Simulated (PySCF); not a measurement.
```xyz
18
charge 0, multiplicity 1
N    -1.0057    2.2757   -0.3335
C    -0.6577    1.1649    0.1384
C    -1.4103   -0.1329    0.1198
C    -0.5968   -1.1566   -0.6819
C     0.7940   -1.3185   -0.0770
C     1.5326    0.0183   -0.0472
C     0.7232    1.0515    0.7365
F     0.6243    0.6362    2.0551
H    -1.9322    2.2929   -0.7571
H    -1.5230   -0.4870    1.1475
H    -2.4026    0.0026   -0.3171
H    -1.1188   -2.1151   -0.6850
H    -0.5097   -0.8165   -1.7173
H     1.3706   -2.0414   -0.6568
H     0.7049   -1.6972    0.9434
H     2.5094   -0.1001    0.4253
H     1.6781    0.3980   -1.0599
H     1.2111    2.0316    0.7552
```

Describe the molecule in this file.

It has 18 atoms: 6 carbon, 10 hydrogen, 1 fluorine and 1 nitrogen (C6H10FN). Its SMILES string is `[H]/N=C1\CCCC[C@@H]1F`. Independent rings (smallest set): 1 of 6 members. Among its groups: imine, C–F bond. This geometry has C1 symmetry. Coordination: 1 N bent; 1 C trigonal planar; 5 C tetrahedral.

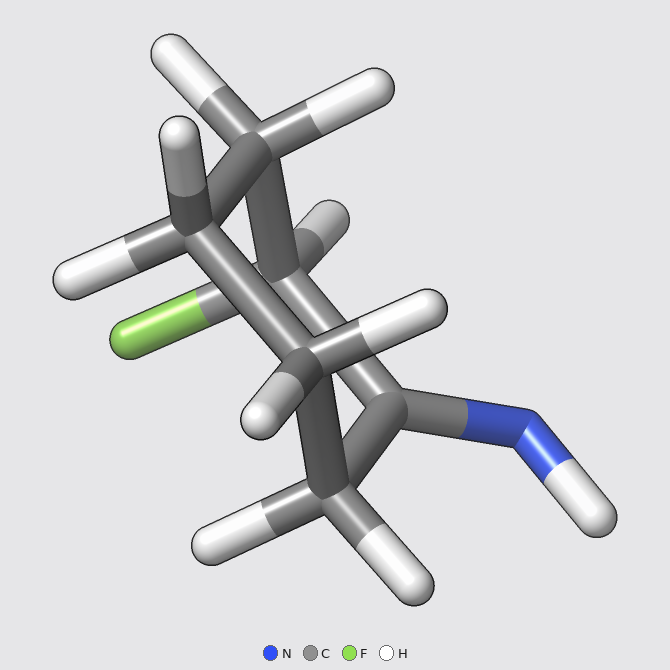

The picture comes from a calculation with PySCF.
